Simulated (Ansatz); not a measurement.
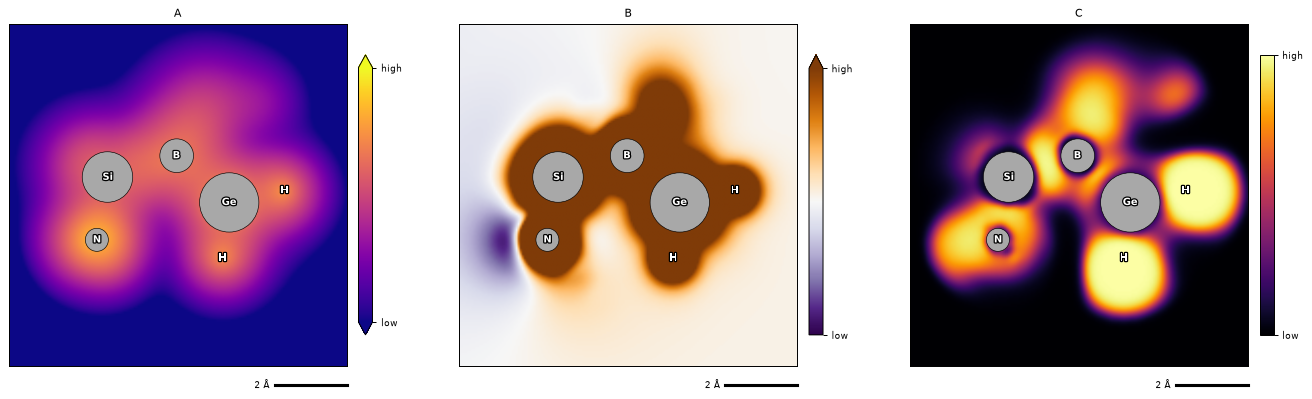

BGeH8NSi2: 3 fields on the plane of atoms N1, Si2 and B3, with unlabelled colour scales. Grey discs cover the atomic cores.

The calculation used RKS PBE-D4/def2-SVP (Ansatz).

```xyz
13

N     1.3111   -0.0391    2.1609
Si    0.4025   -1.1424    1.1255
B    -0.7221   -0.3092   -0.3112
Si   -0.7700   -0.6823   -2.1631
Ge   -0.8574    1.6267   -0.4930
H     2.0300    0.5326    1.7063
H     0.7624    0.5579    2.7875
H     1.4101   -2.0936    0.5244
H    -0.4902   -1.9345    2.0512
H     0.1225   -1.6728   -2.8704
H    -1.5740    0.0774   -3.1873
H     0.0297    2.6473    0.2842
H    -1.6338    2.3974   -1.6002
```

### Which field does each panel show? The fields are: electron density, electron localisation function and electrostatic potential.

Panel A: electron density. Panel B: electrostatic potential (strongly positive close to the atoms, with negative regions outside electron-rich atoms). Panel C: electron localisation function. From the grid: Si–N (1.76 Å): the density is about 1 e/Å³ at the midpoint; the ELF peaks at about 0.90 between the atoms (a shared but strongly polarised pair). Ge–B (1.95 Å): ρ is about 0.79 e/Å³ halfway; the ELF peaks at about 0.85 between the atoms (localised, covalent bonding).
